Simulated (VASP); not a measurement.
Band structure of SnO2 (rutile). All values below come from PBE GGA with spin-orbit coupling, VASP's PBE PAW potentials (set 64) (plane waves; VASP).

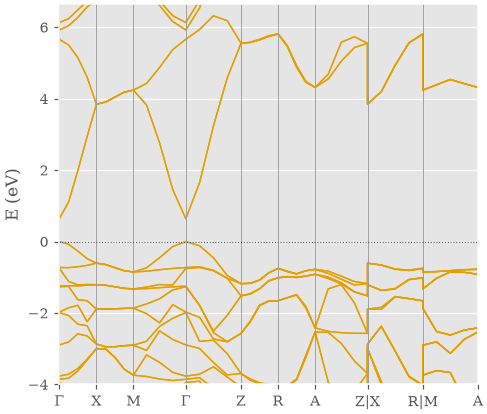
*Bands along high-symmetry lines, zero at the valence-band maximum or, without a gap, the Fermi level*

Problem. Read the plot: is there a gap, and where are the band edges?

Solution. The gap is direct, 0.64 eV, from the valence maximum at Γ to the conduction minimum at Γ.

The compound is SnO2 in the rutile structure. It was relaxed first, which changed the volume by +6 %.
